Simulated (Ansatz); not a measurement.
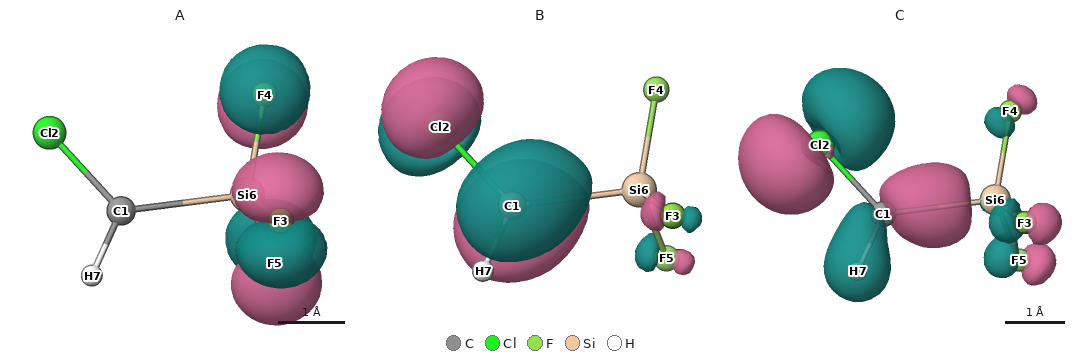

CHClF3Si (SMILES F[Si](F)(F)[CH+]Cl) (charge +1). Three frontier orbitals at ±0.15 Å⁻³ᐟ² (teal and pink are the two phases), in no order.

Geometry: BLYP-D3(BJ)/def2-SVP.

Theory: Ansatz 0.2.0, isolated molecule in a Gaussian basis; Kohn-Sham density functional theory, functional PBE0.

Input file:

```
basis:
  gaussian:
    orbitals: def2-TZVPD
crystal:
  periodic: [false, false, false]
  atoms:
    - symbol: C
      position_ang: [0.423883, 1.247439, 1.127594]
    - symbol: Cl
      position_ang: [0.093087, -0.347605, 1.261200]
    - symbol: F
      position_ang: [0.714096, 3.327888, 2.947165]
    - symbol: F
      position_ang: [-1.552082, 1.915476, 3.082584]
    - symbol: F
      position_ang: [-1.125013, 3.552615, 1.012622]
    - symbol: Si
      position_ang: [-0.482053, 2.635809, 2.149379]
    - symbol: H
      position_ang: [1.223889, 1.492383, 0.393184]
total_charge: 1
hamiltonian:
  xc: {name: PBE0}
output: {forces: true, orbitals: {seedname: orbitals}}
```

Launched as:

```sh
ansatz run input.yaml --threads 1 --pin off --max-ram 2610MiB --events-out events.jsonl --progress --plain --runs-dir runs
```

**Which picture is the HOMO−1, the HOMO and the LUMO?**

A is the HOMO−1 (−17.56 eV). It lies mainly on F4 (about 30 %), F3 (about 30 %) and F5 (about 30 %); largely a combination of lone pairs on F4, F3 and F5. C is the HOMO (−15.99 eV). It lies mainly on Cl2 (about 60 %), C1 (about 20 %), Si6 (about 5 %) and H7 (about 5 %). B is the LUMO (−11.22 eV). By Hirshfeld shares it lies mainly on C1 (about 55 %) and Cl2 (about 30 %); π-antibonding (π*) across C1–Cl2.

**What is the HOMO–LUMO gap?**

4.77 eV between the orbital energies.
